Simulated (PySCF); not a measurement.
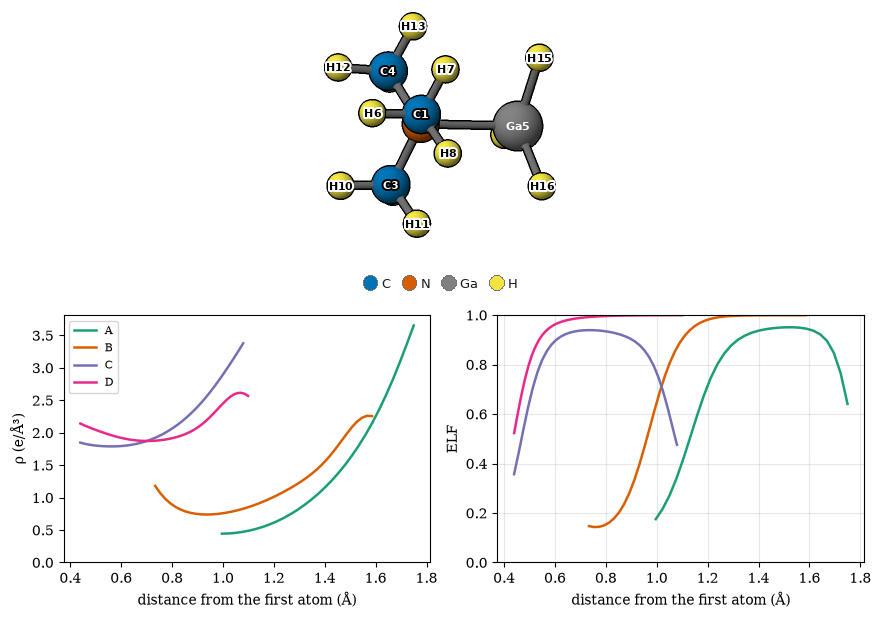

Figure. C3H12GaN (SMILES C[N+](C)(C)[GaH3-]). Total electron density and electron localisation function along straight lines between neighbouring atoms. The curves leave out the atomic cores. The structure is drawn too.

Geometry: PBE0-D3(BJ)/def2-SVP.

Level of theory: PySCF 2.14.0, CAM-B3LYP/def2-SVPD, SCF density, gas phase.

```xyz
17

C    -0.3992   -0.8779    1.1784
N    -0.1591   -0.0531   -0.0060
C    -0.3423   -0.8370   -1.2277
C    -1.0360    1.1185   -0.0061
Ga    1.8796    0.6370    0.0538
H    -1.4366   -1.2595    1.1921
H    -0.2222   -0.2806    2.0829
H     0.2979   -1.7267    1.1811
H    -0.1148   -0.2119   -2.1016
H    -1.3799   -1.2097   -1.3080
H     0.3489   -1.6904   -1.2220
H    -2.0997    0.8181   -0.0227
H    -0.8444    1.7192    0.8933
H    -0.8212    1.7365   -0.8882
H     1.8297    1.4058    1.4398
H     2.6117   -0.7689    0.0144
H     1.8736    1.5046   -1.2735
```

Question: Which curve belongs to which contact (C–H, C–N, Ga–H and Ga–N)? The first atom named is at distance zero.

Answer: Curve A: Ga–N (2.15 Å): the density is about 0.47 e/Å³ at the midpoint; the ELF peaks at about 0.95 in the valence shell of N, 0.6 Å from its nucleus, and is about 0.35 at the midpoint. Curve B: Ga–H (1.59 Å): ρ is about 0.91 e/Å³ halfway; the ELF climbs to about 1 towards the hydrogen. Curve C: C–N (1.46 Å): the density is about 1.9 e/Å³ at the midpoint; the ELF peaks at about 0.95 between the atoms (a covalent bond). Curve D: C–H (1.10 Å): the density is about 2 e/Å³ at the midpoint; the ELF climbs to about 1 towards the hydrogen (a covalent bond by its length).
